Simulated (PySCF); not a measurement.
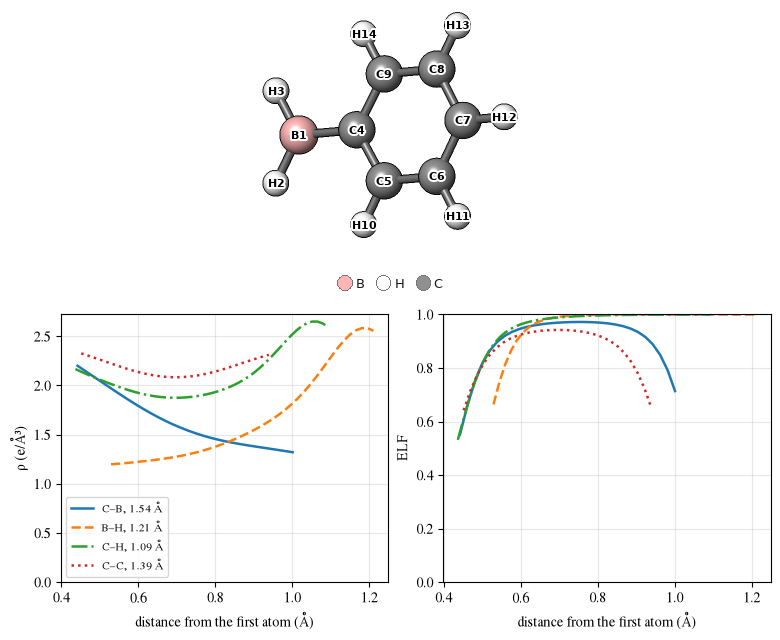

C6H7B. Total electron density and electron localisation function along straight lines between neighbouring atoms. The curves leave out the atomic cores. The structure is drawn too.

Geometry: PBE0-D3(BJ)/def2-SVP.

All numbers below come from PBE0/pcSseg-1, SCF density, gas phase, non-relativistic in PySCF 2.14.0.

The calculation's input:

```
{"job": {"kind": "nmr", "xc": "PBE0", "basis": "pcSseg-1"}, "charge": 0, "multiplicity": 1}
B      1.247644     2.065821    -0.002030
H      1.698811     2.510351     1.029443
H      1.424768     2.670700    -1.035402
C      0.454664     0.746421     0.000641
C      0.230252     0.033390     1.196523
C     -0.490172    -1.156440     1.204239
C     -1.003474    -1.660460     0.007486
C     -0.797420    -0.977258    -1.192628
C     -0.076592     0.212342    -1.191735
H      0.633897     0.430237     2.132128
H     -0.655354    -1.696067     2.139870
H     -1.570210    -2.595339     0.010172
H     -1.201998    -1.377382    -2.125419
H      0.085753     0.749865    -2.130059
```

Run with:

```sh
OMP_NUM_THREADS=1 python probes_run.py task.json out
```

> What can be read from the curves?

C–B (1.54 Å): the density is about 1.5 e/Å³ at the midpoint; the ELF peaks at about 1 between the atoms, as expected for a shared electron pair.
B–H (1.21 Å): ρ is about 1.2 e/Å³ halfway; the ELF climbs to about 1 towards the hydrogen, as it does in any bond to H; an ordinary covalent bond to hydrogen.
C–H (1.09 Å): the density is about 2 e/Å³ at the midpoint; the ELF climbs to about 1 towards the hydrogen (a covalent bond by its length).
C–C (1.39 Å): ρ is about 2.1 e/Å³ halfway; the ELF peaks at about 0.95 between the atoms: a covalent bond.
